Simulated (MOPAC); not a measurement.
InH3S2O (charge +1): geometry relaxation (part 1 of 2)

- system: InH3S2O, charge +1, multiplicity 2
- method: PM6-DH+, unrestricted, dispersion DH+ (MOPAC 23.2.5)

The starting geometry was optimised with PM6-DH+.

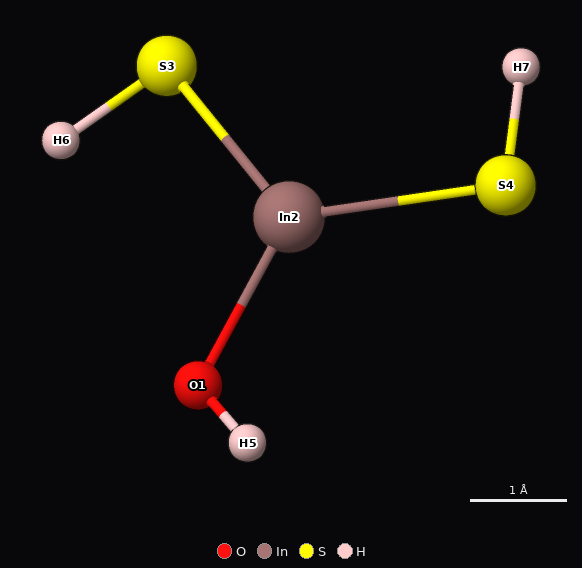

*The starting structure (ball-and-stick view, seen at a tilt; atoms are numbered from 1 in the order of the input). Sticks mark near contacts.*

Bond lengths as drawn: H–O 0.94 Å, H–S 1.35 Å, In–O 2.04 Å and In–S 2.42 Å.

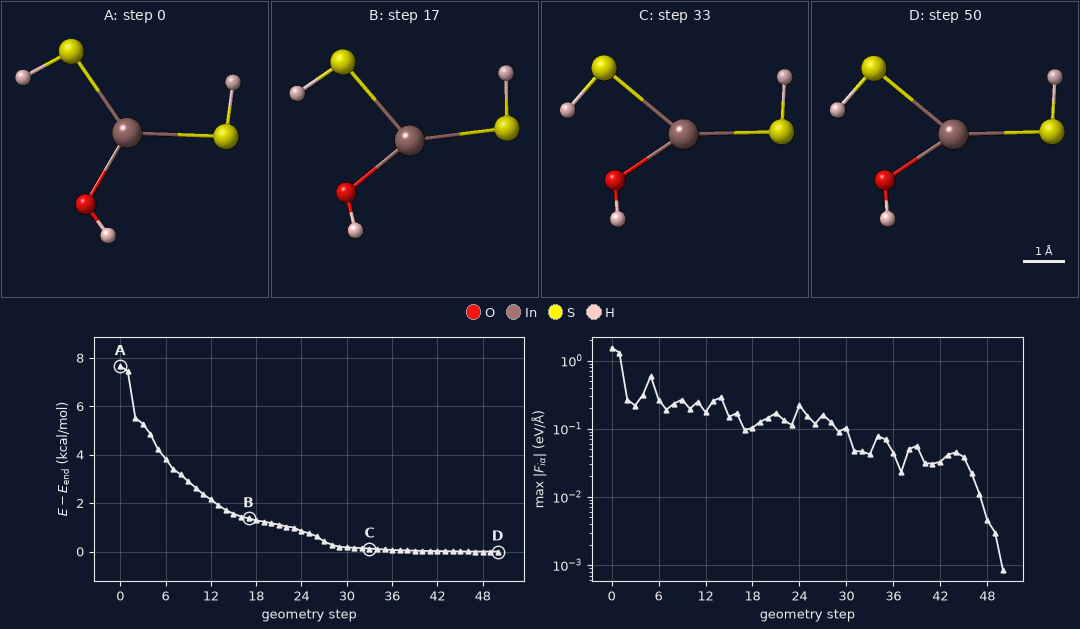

*Frames of the relaxation (ball-and-stick view, seen on its broad side) above the curves, on which the letters mark them (steps are counted from 0).*

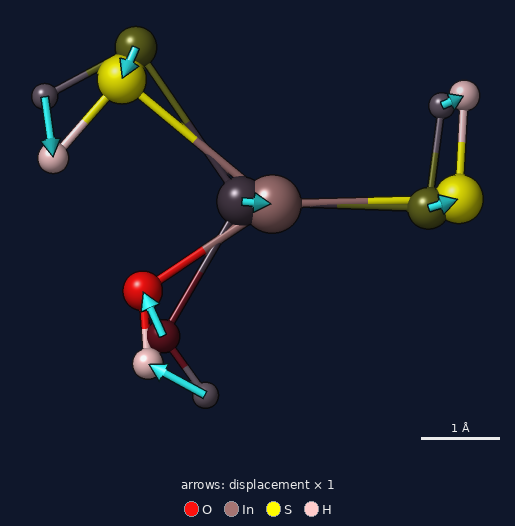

*Start (faint) and end (solid) with the displacements as teal arrows, at true length (ball-and-stick view, seen on its broad side). The two geometries are laid on each other by the best rigid fit.*

Over 50 geometry steps the energy falls by 7.66 kcal/mol. The largest force component goes from 1.6 to 0.00084 eV/Å. The atom that moves furthest after the best rigid fit is H5 (0.85 Å). By element the largest moves are H 0.85 Å, O 0.65 Å, S 0.46 Å, In 0.40 Å. Distances before and after: In2–S3 2.422 → 2.526 Å, S3–H6 1.353 → 1.365 Å, O1–H5 0.942 → 0.954 Å, O1–In2 2.042 → 2.036 Å. Among the angles that change: O1–In2–S3 115.7° → 73.9°, O1–In2–S4 118.4° → 147.8°, S3–In2–S4 125.9° → 138.3°. (Atoms are counted from 1 in the order of the input.)

These pictures come from the run below.

The input (mol.mop)
```
PM6-DH+ DISP GNORM=0.05 CHARGE=1 DOUBLET CYCLES=300 AUX(PRECISION=9) THREADS=1
H3InOS2

O -1.907031 1 0.545311 1 -0.516294 1
In -0.021636 1 -0.059745 1 -0.016156 1
S 1.420713 1 1.653353 1 0.906835 1
S 0.580284 1 -2.378848 1 -0.384522 1
H -2.450121 1 -0.135115 1 -0.875822 1
H 0.501797 1 2.644054 1 0.839529 1
H 1.844298 1 -2.269757 1 0.081309 1
```

Launched with:
```bash
mopac mol.mop
```

Log
```
MOPAC v23.2.5
PM6-DH+ CALCULATION RESULTS

 *  PM6-DH+    - CORRECT DISPERSION AND HYDROGEN BOND TERMS USING PM6-DH+
 *  DOUBLET    - SPIN STATE DEFINED AS A DOUBLET
 *
 *
 *
 *                 CHARGE ON SYSTEM = +1
 *
 *
 *
 *  THREADS=1  - MULTI-THREADING NOT USED
 *  CYCLES=    - DO A MAXIMUM OF 300 STEPS
 *  GNORM      - EXIT WHEN GRADIENT NORM DROPS BELOW 0.050
 *  AUX        - OUTPUT AUXILIARY INFORMATION
 *  DISP       - PRINT DISPERSION AND HYDROGEN BOND ENERGIES
PM6-DH+ DISP GNORM=0.05 CHARGE=1 DOUBLET CYCLES=300 AUX(PRECISION=9) THREADS=1
 H3InOS2

   ATOM   CHEMICAL          X               Y               Z
  NUMBER   SYMBOL      (ANGSTROMS)     (ANGSTROMS)     (ANGSTROMS)

     1       O         -1.90703100  *   0.54531100  *  -0.51629400  *
     2      In         -0.02163600  *  -0.05974500  *  -0.01615600  *
     3       S          1.42071300  *   1.65335300  *   0.90683500  *
     4       S          0.58028400  *  -2.37884800  *  -0.38452200  *
     5       H         -2.45012100  *  -0.13511500  *  -0.87582200  *
     6       H          0.50179700  *   2.64405400  *   0.83952900  *
     7       H          1.84429800  *  -2.26975700  *   0.08130900  *

          CARTESIAN COORDINATES

    NO.       ATOM           X           Y           Z

     1         O         -1.9070      0.5453     -0.5163
     2        In         -0.0216     -0.0597     -0.0162
     3         S          1.4207      1.6534      0.9068
     4         S          0.5803     -2.3788     -0.3845
     5         H         -2.4501     -0.1351     -0.8758
     6         H          0.5018      2.6441      0.8395
     7         H          1.8443     -2.2698      0.0813

 "Third-Generation Hydrogen-Bonding Corrections for Semiempirical QM Methods and Force Fields"

           Empirical Formula: H3 O In S2  =     7 atoms

      MOLECULAR POINT GROUP   :   Cs

 DOUBLET STATE CALCULATION

          UHF CALCULATION, NO. OF ALPHA ELECTRONS =   12
                           NO. OF BETA  ELECTRONS =   11

          Geometry optimization using EF

          *********************************************
          *                                           *
          *                 WARNING                   *
          *                                           *
          *********************************************

          Dispersion parameters missing for Indium

          *********************************************
          *                                           *
          *              END OF WARNING               *
          *                                           *
          *********************************************

          DIAGONAL MATRIX USED AS START HESSIAN

 CYCLE:     1 TIME:   0.016 TIME LEFT:  2.00D  GRAD.:    61.905 HEAT:  168.4097
 CYCLE:     2 TIME:   0.000 TIME LEFT:  2.00D  GRAD.:    61.360 HEAT:  168.2018
 CYCLE:     3 TIME:   0.008 TIME LEFT:  2.00D  GRAD.:    14.217 HEAT:  166.2774
 CYCLE:     4 TIME:   0.000 TIME LEFT:  2.00D  GRAD.:    11.671 HEAT:  166.0258
 CYCLE:     5 TIME:   0.008 TIME LEFT:  2.00D  GRAD.:    15.477 HEAT:  165.6096
 CYCLE:     6 TIME:   0.000 TIME LEFT:  2.00D  GRAD.:    22.441 HEAT:  164.9742
 CYCLE:     7 TIME:   0.008 TIME LEFT:  2.00D  GRAD.:    15.125 HEAT:  164.5927
 CYCLE:     8 TIME:   0.000 TIME LEFT:  2.00D  GRAD.:     9.853 HEAT:  164.1581
 CYCLE:     9 TIME:   0.008 TIME LEFT:  2.00D  GRAD.:    10.900 HEAT:  163.9387
 CYCLE:    10 TIME:   0.000 TIME LEFT:  2.00D  GRAD.:    12.926 HEAT:  163.6521
 CYCLE:    11 TIME:   0.008 TIME LEFT:  2.00D  GRAD.:    11.031 HEAT:  163.3882
 CYCLE:    12 TIME:   0.000 TIME LEFT:  2.00D  GRAD.:     8.713 HEAT:  163.1153
 CYCLE:    13 TIME:   0.008 TIME LEFT:  2.00D  GRAD.:    10.395 HEAT:  162.9026
 CYCLE:    14 TIME:   0.008 TIME LEFT:  2.00D  GRAD.:    12.810 HEAT:  162.6657
 CYCLE:    15 TIME:   0.000 TIME LEFT:  2.00D  GRAD.:    12.644 HEAT:  162.4609
 CYCLE:    16 TIME:   0.000 TIME LEFT:  2.00D  GRAD.:     6.213 HEAT:  162.3138
 CYCLE:    17 TIME:   0.008 TIME LEFT:  2.00D  GRAD.:     6.920 HEAT:  162.1976
 CYCLE:    18 TIME:   0.000 TIME LEFT:  2.00D  GRAD.:     4.824 HEAT:  162.1253
 CYCLE:    19 TIME:   0.008 TIME LEFT:  2.00D  GRAD.:     4.379 HEAT:  162.0360
 CYCLE:    20 TIME:   0.000 TIME LEFT:  2.00D  GRAD.:     4.656 HEAT:  161.9901
 CYCLE:    21 TIME:   0.008 TIME LEFT:  2.00D  GRAD.:     5.614 HEAT:  161.9215
 CYCLE:    22 TIME:   0.008 TIME LEFT:  2.00D  GRAD.:     7.031 HEAT:  161.8679
 CYCLE:    23 TIME:   0.000 TIME LEFT:  2.00D  GRAD.:     6.227 HEAT:  161.7863
 CYCLE:    24 TIME:   0.008 TIME LEFT:  2.00D  GRAD.:     5.935 HEAT:  161.7425
 CYCLE:    25 TIME:   0.000 TIME LEFT:  2.00D  GRAD.:     9.683 HEAT:  161.5931
 CYCLE:    26 TIME:   0.008 TIME LEFT:  2.00D  GRAD.:     7.383 HEAT:  161.5085
 CYCLE:    27 TIME:   0.000 TIME LEFT:  2.00D  GRAD.:     5.959 HEAT:  161.3812
 CYCLE:    28 TIME:   0.008 TIME LEFT:  2.00D  GRAD.:     9.128 HEAT:  161.1689
 CYCLE:    29 TIME:   0.000 TIME LEFT:  2.00D  GRAD.:     7.414 HEAT:  161.0355
 CYCLE:    30 TIME:   0.008 TIME LEFT:  2.00D  GRAD.:     4.231 HEAT:  160.9473
 CYCLE:    31 TIME:   0.000 TIME LEFT:  2.00D  GRAD.:     3.986 HEAT:  160.9215
 CYCLE:    32 TIME:   0.008 TIME LEFT:  2.00D  GRAD.:     2.522 HEAT:  160.9072
 CYCLE:    33 TIME:   0.000 TIME LEFT:  2.00D  GRAD.:     2.684 HEAT:  160.8934
 CYCLE:    34 TIME:   0.008 TIME LEFT:  2.00D  GRAD.:     2.259 HEAT:  160.8728
 CYCLE:    35 TIME:   0.000 TIME LEFT:  2.00D  GRAD.:     3.545 HEAT:  160.8538
 CYCLE:    36 TIME:   0.008 TIME LEFT:  2.00D  GRAD.:     3.017 HEAT:  160.8383
 CYCLE:    37 TIME:   0.000 TIME LEFT:  2.00D  GRAD.:     2.109 HEAT:  160.8142
 CYCLE:    38 TIME:   0.008 TIME LEFT:  2.00D  GRAD.:     1.425 HEAT:  160.8046
 CYCLE:    39 TIME:   0.000 TIME LEFT:  2.00D  GRAD.:     1.873 HEAT:  160.7962
 CYCLE:    40 TIME:   0.008 TIME LEFT:  2.00D  GRAD.:     1.917 HEAT:  160.7889
 CYCLE:    41 TIME:   0.000 TIME LEFT:  2.00D  GRAD.:     1.456 HEAT:  160.7772
 CYCLE:    42 TIME:   0.008 TIME LEFT:  2.00D  GRAD.:     1.427 HEAT:  160.7744
 CYCLE:    43 TIME:   0.000 TIME LEFT:  2.00D  GRAD.:     1.341 HEAT:  160.7712
 CYCLE:    44 TIME:   0.008 TIME LEFT:  2.00D  GRAD.:     1.453 HEAT:  160.7675
 CYCLE:    45 TIME:   0.000 TIME LEFT:  2.00D  GRAD.:     1.684 HEAT:  160.7617
 CYCLE:    46 TIME:   0.008 TIME LEFT:  2.00D  GRAD.:     2.176 HEAT:  160.7579
 CYCLE:    47 TIME:   0.000 TIME LEFT:  2.00D  GRAD.:     1.087 HEAT:  160.7541
 CYCLE:    48 TIME:   0.008 TIME LEFT:  2.00D  GRAD.:     0.542 HEAT:  160.7516
 CYCLE:    49 TIME:   0.000 TIME LEFT:  2.00D  GRAD.:     0.198 HEAT:  160.7513
 CYCLE:    50 TIME:   0.008 TIME LEFT:  2.00D  GRAD.:     0.124 HEAT:  160.7513
 CYCLE:    51 TIME:   0.000 TIME LEFT:  2.00D  GRAD.:     0.043 HEAT:  160.7512

     GRADIENT =  0.04281 IS LESS THAN CUTOFF =  0.05000

 -------------------------------------------------------------------------------
 PM6-DH+ DISP GNORM=0.05 CHARGE=1 DOUBLET CYCLES=300 AUX(PRECISION=9) THREADS=1
 H3InOS2

     GEOMETRY OPTIMISED USING EIGENVECTOR FOLLOWING (EF).
     SCF FIELD WAS ACHIEVED

                              PM6-DH+ CALCULATION

          FINAL HEAT OF FORMATION =        160.75123 KCAL/MOL =     672.58316 KJ/MOL

          TOTAL ENERGY            =     -16779.08055 KCAL/MOL = ELECTRONIC ENERGY + CORE-CORE REPULSION
          ENERGY OF ATOMS         =      16940.16889 KCAL/MOL
                              SUM =        161.08833 KCAL/MOL
          DISPERSION ENERGY       =         -0.33710 KCAL/MOL
                              SUM =        160.75123 KCAL/MOL = FINAL HEAT OF FORMATION

          TOTAL ENERGY            =       -727.60980 EV
          ELECTRONIC ENERGY       =      -1752.80121 EV
          CORE-CORE REPULSION     =       1025.19141 EV
          COSMO AREA              =        139.10 SQUARE ANGSTROMS
          COSMO VOLUME            =        127.35 CUBIC ANGSTROMS

          GRADIENT NORM           =          0.04281          =       0.01618 PER ATOM
          IONIZATION POTENTIAL    =         13.900142 EV
          ALPHA SOMO LUMO (EV)    =        -13.900 -6.647
          BETA  SOMO LUMO (EV)    =        -13.908 -7.977
          NO. OF ALPHA ELECTRONS  =         12
          NO. OF BETA  ELECTRONS  =         11
          MOLECULAR WEIGHT        =        197.9631         POINT GROUP:  Cs

          MOLECULAR DIMENSIONS (Angstroms)

            Atom       Atom       Distance
            H     7    H     5     5.42182
            S     4    S     3     4.00131
            H     7    H     6     0.00861

          SCF CALCULATIONS        =         52

          WALL-CLOCK TIME         =      0.219 SECONDS
          COMPUTATION TIME        =      0.172 SECONDS

   ATOM   CHEMICAL          X               Y               Z
  NUMBER   SYMBOL      (ANGSTROMS)     (ANGSTROMS)     (ANGSTROMS)

     1       O         -1.45503687  *   1.09057463  *  -0.24102633  *
     2      In          0.01361370  *  -0.30844802  *  -0.06902137  *
     3       S          0.98499660  *   1.84073779  *   0.83547699  *
     4       S          0.70575112  *  -2.60350101  *  -0.40981809  *
     5       H         -2.30407591  *   0.85611765  *  -0.60654304  *
     6       H         -0.17800634  *   2.50748599  *   0.57829166  *
     7       H          1.95076269  *  -2.43219107  *   0.08591210  *

                             CARTESIAN COORDINATES
```
